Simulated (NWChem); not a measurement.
**doublet [BClF2]+ at 4 levels**

Wanted: a comparison of 4 runs (UHF/STO-3G, UHF/3-21G, UB3LYP/6-31G*) of doublet [BClF2]+. 

The calculation is run with NWChem 7.3.0.

23 further runs of the same task are left out: 23 set aside as unsound or not needed.

## (1) The structure to begin with

[BClF2]+: 4 atoms, total charge +1, spin state doublet. As SMILES of the parent species, `FB(F)Cl`. The coordinates come from a PBE0-D4/def2-TZVP relaxation. That shape belongs to the parent species and isn't relaxed for this state.

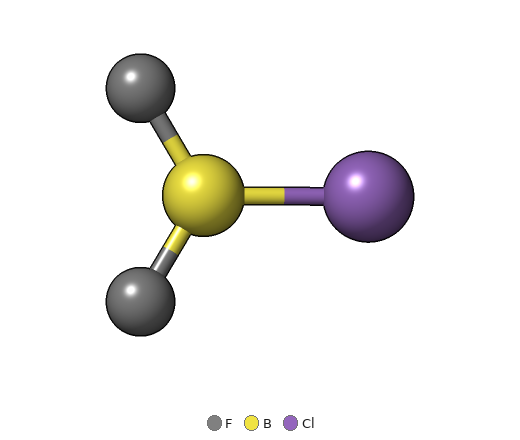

Viewed from a chosen angle; fluorine grey, boron yellow, chlorine purple.

## (2) The energy at UHF/STO-3G (run 1)

Input file bclf2.nw:

```
START bclf2
TITLE "BClF2"
memory total 2200 mb
charge 1
GEOMETRY units angstroms noautosym nocenter noautoz
   F       -0.173700      -1.254300      -0.546300
   B       -0.067100      -0.041300      -0.062000
   F       -1.011600       0.830100      -0.317700
   Cl       1.307900       0.405300       0.905700
END
BASIS spherical bse
   * library STO-3G
END
SCF
   nopen 1
   uhf
   thresh 1e-08
   maxiter 80
END
TASK scf energy
```

Run with:

```bash
$ nwchem bclf2.nw > bclf2.out
```

The program printed:

```text
[...]
  functions       =    24
[...]
  wavefunction    = UHF
[...]
         Total SCF energy =   -674.801038949212
      One electron energy =  -1206.802493248135
      Two electron energy =    389.865143250138
 Nuclear repulsion energy =    142.136311048785
                       Sz =      0.5000
                 Sz(Sz+1) =      0.7500
                      S^2 =      0.7514
[...]
```

Wall time 1.8 s (1 thread of AMD EPYC 7R13 (Zen 3), shared host); peak memory 0.097 GiB.

## (3) The energy at UHF/3-21G (run 2)

Input file bclf2.xyz:

```xyz
4
BClF2
F     -0.173700    -1.254300    -0.546300
B     -0.067100    -0.041300    -0.062000
F     -1.011600     0.830100    -0.317700
Cl     1.307900     0.405300     0.905700
```

Input file run.py:

```python
from ase.io import read
from ase.calculators.nwchem import NWChem

atoms = read('bclf2.xyz')

calc = NWChem(
    label='bclf2',
    theory='scf',
    memory='2200 mb',
    basis='3-21G',
    basispar='spherical bse',
    charge=1,
    scf={'nopen': '1', 'uhf': None, 'thresh': '1e-08', 'maxiter': '80'},
    task='energy',
)
atoms.calc = calc

e = atoms.get_potential_energy()
print(f"E = {e:.6f} eV")
```

Run with:

```bash
$ export ASE_NWCHEM_COMMAND="nwchem PREFIX.nwi > PREFIX.nwo"
$ python run.py
```

The program printed:

```text
E = -18486.486384 eV
```

The calculator wrote bclf2.nwi:

```
title "bclf2"

permanent_dir bclf2

scratch_dir bclf2

start bclf2

geometry units angstrom nocenter noautosym noautoz
  F  -1.7369999999999999e-01 -1.2543000000000000e+00 -5.4630000000000001e-01
  B  -6.7100000000000007e-02 -4.1300000000000003e-02 -6.2000000000000000e-02
  F  -1.0116000000000001e+00 8.3009999999999995e-01 -3.1769999999999998e-01
  Cl 1.3079000000000001e+00 4.0529999999999999e-01 9.0569999999999995e-01
end

charge 1

memory 2200 mb

basis spherical bse noprint
   * library 3-21G
end

scf
  nopen 1
  uhf
  thresh 1e-08
  maxiter 80
end

task scf energy
```

bclf2.nwo (excerpt; [...] marks lines left out):

```text
[...]
      One electron energy =  -1212.558504983986
[... 1 line left out ...]
 Nuclear repulsion energy =    142.136311048784
[... 42 lines left out ...]
          Final beta eigenvalues
[... 201 lines left out ...]
                     UHF Final Beta Molecular Orbital Analysis
[...]
```

It took 2.5 s on 1 thread of AMD EPYC 7R13 (Zen 3), shared host; peak memory 0.095 GiB.

Run 3 isn't shown in full; the table further down has it.

## (4) The energy at UB3LYP/6-31G(d) (Cartesian functions) (run 4)

Input file run.nw:

```
start run
memory 2200 mb
charge 1

geometry units angstrom noautosym nocenter noautoz
  F    -0.173700   -1.254300   -0.546300
  B    -0.067100   -0.041300   -0.062000
  F    -1.011600    0.830100   -0.317700
  Cl    1.307900    0.405300    0.905700
end

basis
  * library 6-31G*
end

dft
  xc b3lyp
  mult 2
  grid xfine
  convergence energy 1e-08
  iterations 100
  mulliken
end

task dft
```

Run with:

```bash
$ nwchem run.nw > run.out
```

The program printed:

```text
[...]
          Wavefunction type:  spin polarized.
          No. of atoms     :     4
          No. of electrons :    39
[...]
          Charge           :     1
          Spin multiplicity:     2
[...]
          AO basis - number of functions:    64
[...]
              XC Information
              --------------
                         B3LYP Method XC Potential
                     Hartree-Fock (Exact) Exchange  0.200
                        Slater Exchange Functional  0.800 local
                    Becke 1988 Exchange Functional  0.720 non-local
              Lee-Yang-Parr Correlation Functional  0.810
                  VWN I RPA Correlation Functional  0.190 local
[...]
 d= 0,ls=0.0,diis     1   -684.2346414106 -8.26D+02  1.49D-02  6.02D-01     1.8
[...]
 d= 0,ls=0.0,diis    12   -684.4242609025 -2.57D-09  2.25D-07  1.28D-10    17.4
[...]
         Total DFT energy =     -684.424260902477
      One electron energy =    -1217.523787539891
           Coulomb energy =      443.909676436775
    Exchange-Corr. energy =      -52.946460848146
 Nuclear repulsion energy =      142.136311048785
[...]
      Total Density - Mulliken Population Analysis
     ---------------------------------------------
    Atom       Charge   Shell Charges
 -----------   ------   -------------------------------------------------------
    1 F    9     9.07   1.99  0.98  3.30  0.86  1.85  0.09
    2 B    5     4.44   1.99  0.54  1.36  0.11  0.25  0.18
    3 F    9     9.07   1.99  0.98  3.30  0.86  1.85  0.09
    4 Cl  17    16.43   2.00  1.99  5.97  1.56  3.48  0.45  1.01 -0.02
[...]
      <S2> =      0.7527 (Exact =     0.7500)
[...]
```

Run time: 18 s. Hardware: 1 thread of AMD EPYC 7R13 (Zen 3), shared host; peak memory 0.12 GiB.

## (5) The series

```tsv
run	level	iteration cap	module	energy (Eh)	HOMO energy (eV)	LUMO energy (eV)	⟨S²⟩	wall time
1	UHF/STO-3G	80	scf	-674.801039	-20.88	-9.95	0.751	1.8 s
2	UHF/3-21G	80	scf	-679.365850	-23.23	-11.15	0.752	2.5 s
3	UB3LYP/6-31G* (spherical functions)	100	dft	-684.418218	–	–	0.753	15 s
4	UB3LYP/6-31G* (Cartesian functions)	100	dft	-684.424261	-18.51	-15.85	0.753	18 s
```

## (6) What came out

```
                                 quantity          value
                      run 4: total energy  -684.42426 Eh
run 4: HOMO energy (highest over α and β)      -18.51 eV
 run 4: LUMO energy (lowest over α and β)      -15.85 eV
                              run 4: ⟨S²⟩          0.753
```

In run 1 the basis is minimal, so the values are rough. All runs together took 38 s, the longest 18 s.
